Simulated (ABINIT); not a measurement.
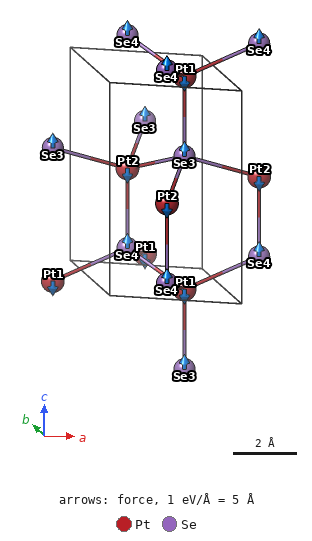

Starting geometry of a crystal of PtSe (a generated structure, set up in P6_3mc) with the computed forces as blue arrows. The picture is a ball-and-stick view of the cell of the calculation, seen slightly off an axis.

The run lets cell and atoms move.

Method: Kohn-Sham DFT of a periodic cell, PBE, JTH PAW PBE v2.0 (ABINIT).

Input file:
```
pp_dirpath "./"
pseudos "Pt.GGA_PBE-JTH.xml, Se.GGA_PBE-JTH.xml"

acell 3*1.0
rprim
     8.1095936892     0.0000000000     0.0000000000
    -4.0547968351     7.0231141354     0.0000000000
     0.0000000000     0.0000000000    13.2816420760
ntypat 2
znucl 78 34
natom 4
typat 1 1 2 2
chkprim 0
chksymtnons 0
tolsym 1.0e-6
xred
            2/3            1/3            0.0
            1/3            2/3            1/2
            2/3            1/3   0.6252000000
            1/3            2/3   0.1252000000

ecut 16.0
pawecutdg 32.0
pawxcdev 0
pawovlp -1
ecutsm 0.5

kptopt 1
ngkpt 5 5 3
nshiftk 1
shiftk 0.0 0.0 0.0

ixc 11

nband 20
occopt 3
tsmear 0.00183747

nstep 80
tolvrs 1.0e-10

iomode 3
prteig 0
prtebands 0
prtwf 0
prtden 0

ionmov 2
optcell 2
ntime 50
tolmxf 2.0e-5
dilatmx 1.08
```

Launched with:
```bash
abinit run.abi > log 2>&1
```

Is this structure relaxed? If not, where do the atoms go?

Answer. It isn't relaxed: the largest force vector, on Pt atoms, is 0.10 eV/Å. The atoms end up moving mostly along the starting forces (cosine between the two patterns 1.00). The largest moves relative to the cell, 0.096 Å, are those of Pt1, Pt2, Se3 and Se4. Se4 goes along +c. By element the largest moves are Se 0.096 Å, Pt 0.096 Å. The drawn cell changes as follows: a = b 4.291 → 3.832 Å (−10.7 %), c 7.028 → 7.162 Å (+1.9 %); the volume changes by −18.7 %. Some distances before and after: Pt1–Se4 2.629 → 2.466 Å, Pt1–Se3 2.634 → 2.492 Å. Among the angles between lasting bonds that change: Pt1–Se4–Pt1 109.4° → 102.0°, Se4–Pt1–Se4 109.4° → 102.0°, Pt1–Se4–Pt2 109.6° → 116.2°. The space group stays P6_3mc (No. 186). The energy falls by 202 meV per atom in 16 geometry steps. Largest force component: 0.1 eV/Å at the start, under 0.0001 eV/Å at the end. The pressure goes from −10.72 to 0.00 GPa.
